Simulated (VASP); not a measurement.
Shape and ions are relaxed at each volume.

Energy against volume of Ru (hcp). Level of theory: vdW-DF-cx, VASP's PBE PAW potentials (set 64) (plane waves; VASP 6.6.1).

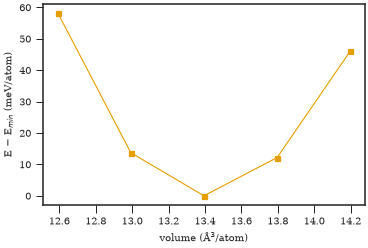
*Energy against volume*

**Question.** Estimate the equilibrium volume and the bulk modulus.

**Answer.** The minimum lies near 13.4 Å³/atom, and the curvature gives B0 of about 340 GPa.

Measured: bulk modulus 318 GPa at 0 K (computed value off by +8.0 %), as given by Vázquez-Parga, Fernández-Martínez, Viñes, J. Chem. Theory Comput. (2023), doi:10.1021/acs.jctc.3c00612, Supporting … [zero-point energy and finite temperature contributions removed].

The compound is Ru in the hcp structure. It was relaxed first.
